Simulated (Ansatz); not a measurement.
```xyz
13

B     0.0036   -0.1610   -0.3103
F    -0.3386   -0.9898    0.6769
N     1.3405   -0.0102   -0.6857
H     2.0949   -0.3991   -0.1367
H     1.6267    0.5548   -1.4711
Cl   -1.2935    0.4672   -1.3675
N    -0.3019    1.7642    1.3701
H    -1.1354    2.1605    0.9464
Si    1.1665    2.6984    1.3791
H     2.2722    1.8074    1.8416
H     1.4178    3.1758   -0.0124
H     1.1545    3.9021    2.2750
H    -0.5513    1.2294    2.1967
```

All numbers below come from Ansatz, RKS PBE0-D4/def2-SVP.

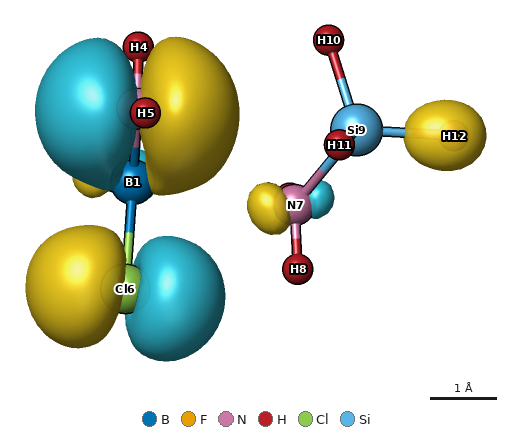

BClFH2N···H5NSi. The HOMO−1 at ±0.1 Å⁻³ᐟ² (yellow and cyan are the two phases), seen at a tilt.

> Where does this orbital lie, and at what energy?

It lies mainly on N3 (about 45 %), Cl6 (about 30 %) and B1 (about 10 %); largely a combination of lone pairs on N3 and Cl6. Its energy is −7.98 eV.
